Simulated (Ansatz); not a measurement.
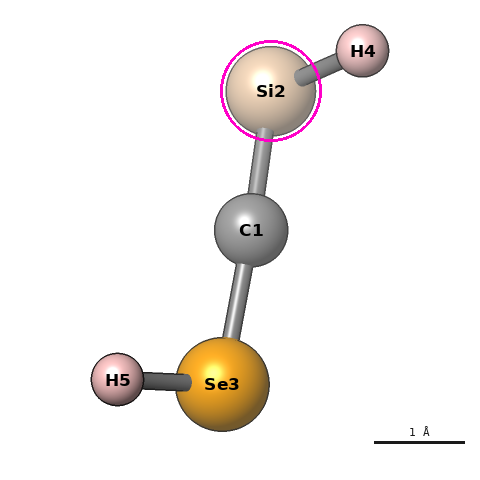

Orthographic view. Atoms fade into the background with distance from the viewer. Computed geometry: PBE-D4/def2-SVP optimisation. No frequency run is at hand to confirm it as a minimum.

Question: Name the neighbours of the circled atom.

Answer: The circled atom is Si2; it is bonded to C1, H4.

Question: Which atom is farthest from the viewer?

Answer: Si2, 0.9 Å behind the mean position.

Question: Which two atoms are farthest apart in space?

Answer: H4 and H5, 4.67 Å.

Question: What is the shortest path along bonds from the circled atom to H5?

Answer: Si2–C1–Se3–H5, 3 bonds; through space the two are 4.13 Å apart.
